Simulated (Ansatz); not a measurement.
# LaPIO: a short molecular-dynamics run

What does LaPIO do over 40 steps of 0.5 fs under a Nosé-Hoover thermostat at 2000 K? The cell is an element-swapped structure of 8 atoms, taken as it stands, without a relaxation.

Method: DFT PBE, plane waves, PAW, scalar-relativistic, no spin polarisation, in Ansatz 0.2.0.

## 1. The structure to begin with

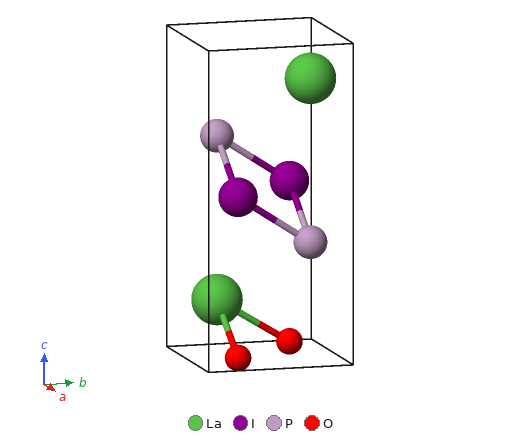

Start, viewed slightly off an axis; lanthanum green, iodine purple, phosphorus pink, oxygen red. Each atom of the cell is drawn once.

Structure file:

```
CELL_PARAMETERS angstrom
4.44274 0.00000 0.00000
0.00000 4.44274 0.00000
0.00000 0.00000 9.62339
ATOMIC_POSITIONS crystal
La 0.25000 0.25000 0.14154
La 0.75000 0.75000 0.85846
I 0.75000 0.25000 0.50000
I 0.25000 0.75000 0.50000
P 0.25000 0.25000 0.65120
P 0.75000 0.75000 0.34880
O 0.75000 0.25000 0.00000
O 0.25000 0.75000 0.00000
```

## 2. Molecular dynamics

input.yaml reads:

```yaml
crystal:
  lattice:
    - [4.442739, 0.0, 0.0]
    - [0.0, 4.442739, 0.0]
    - [0.0, 0.0, 9.623386]
  atoms:
    - { symbol: La, position: [0.25, 0.25, 0.14154] }
    - { symbol: La, position: [0.75, 0.75, 0.85846] }
    - { symbol: I, position: [0.75, 0.25, 0.5] }
    - { symbol: I, position: [0.25, 0.75, 0.5] }
    - { symbol: P, position: [0.25, 0.25, 0.6512] }
    - { symbol: P, position: [0.75, 0.75, 0.3488] }
    - { symbol: O, position: [0.75, 0.25, 0.0] }
    - { symbol: O, position: [0.25, 0.75, 0.0] }
kpoints:
  mp_grid: { grid: [3, 3, 2] }
magnetization:
  spin_polarized: false
scf:
  occupations: { method: fermi_dirac, width: 0.05 }
  lower_state_search: "off"
hamiltonian:
  pseudopotentials: { kind: paw }
  xc: pbe
basis:
  ecutwfc: 420
md:
  timestep: 0.5
  n_steps: 40
  ensemble: nvt_nose_hoover
  temperature: 2000.0
  initial_velocities: maxwell_boltzmann
  seed: 905357
```

On the command line:

```sh
$ ansatz run input.yaml --threads 2 --pin off --max-ram 2560MiB --backend cpu --events-out ev --progress --plain --runs-dir out
```

**Question.** What will these runs give? Wanted: temperature, first and last step; temperature, second half; potential energy, second half; largest change of the conserved energy; mean square displacement, second half.

**Answer**, as computed:

| quantity | value |
| --- | --- |
| length | 40 steps of 0.5 fs |
| temperature, first and last step | 2000 and 2612 K |
| temperature, second half | mean 2381 K, from 2172 to 2612 K |
| potential energy, second half | -43 meV/atom from the start |
| largest change of the conserved energy | 0.01 meV/atom |
| mean square displacement, second half | O 0.094, P 0.034, I 0.010, La 0.004 Å² |

In words: Against a set 2000 K the second half averages 2381 K, going from 2172 to 2612 K over that half; the potential energy of that half lies 43 meV/atom under the start, so the atoms have moved to lower-lying arrangements, and the energy set free heats the cell. The conserved energy strays from its start by at most 0.01 meV/atom, under 0.1 % of the mean kinetic energy, so a step of 0.5 fs is short enough over this time. The farthest move is 0.50 Å, against a mean nearest distance of 2.6 Å at the start: no atom has changed site so far. Settings off the usual here: scf.lower_state_search. A run of 20 fs with 8 atoms shows the motion but fixes no equilibrium value. The k-mesh is coarse for this cell.
